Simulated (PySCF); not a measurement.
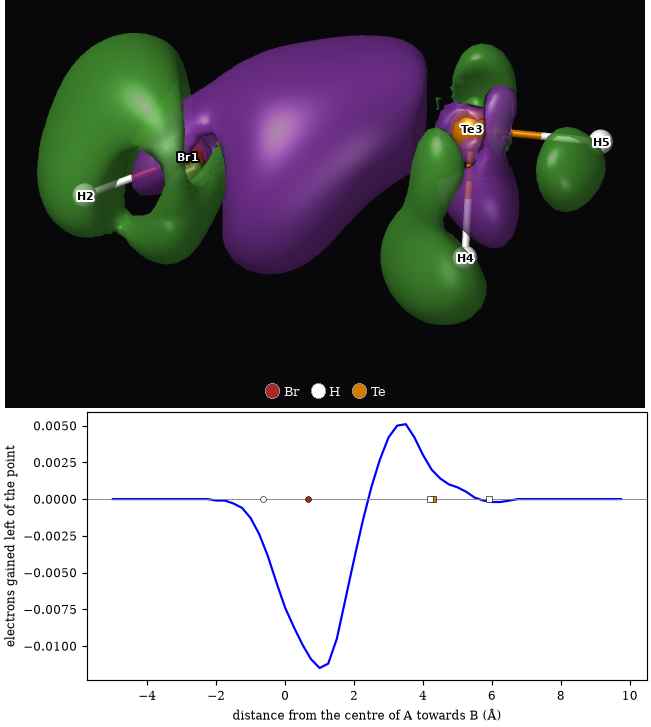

Figure. BrH$_{3}$Te, SMILES `Br.[TeH2]`. Density of the complex less the densities of the two fragments at the same geometry, ±0.0005 e/Å³ (purple: gain, green: loss). Fragment A: HBr (atoms 1–2); fragment B: TeH2. Below: the charge-displacement curve along the line of centres (A on the left).

Level of theory: PBE/def2-SVPD (PySCF), at a geometry from GFN2-xTB. Core potentials replace the inner electrons of Te; spin–orbit coupling isn't included. GFN2-xTB bond lengths at metals and heavier atoms can be off by up to 0.1 Å and shapes distorted, which carries into these values.

Coordinates in Å:

```
Br1     -2.1850   -0.0133    0.0057
H2      -3.5325    0.3509   -0.1399
Te3      1.4562   -0.0337   -0.0022
H4       1.2153    1.5896    0.0257
H5       3.0729    0.2740    0.0257
```

How is the density rearranged on binding?

Answer. Hirshfeld charges show almost no net transfer (under 0.005 e). 0.02 e is displaced in all, which induces a dipole of 0.09 D.

What is the interaction energy, and which contacts carry it?

Answer. The counterpoise-corrected interaction energy of the frozen fragments is +0.5 kcal/mol without dispersion correction and −0.4 kcal/mol with D3(BJ). The pair geometry is semi-empirical, not a minimum at this level. Contacts: Br1···Te3, 3.64 Å, ρ = 0.007 a.u. The pose is a local one from a semi-empirical search, not shown to be the most stable.

The PySCF run took 44 s on 1 thread of Arm Neoverse V1 (shared host), peak memory 0.4 GiB.
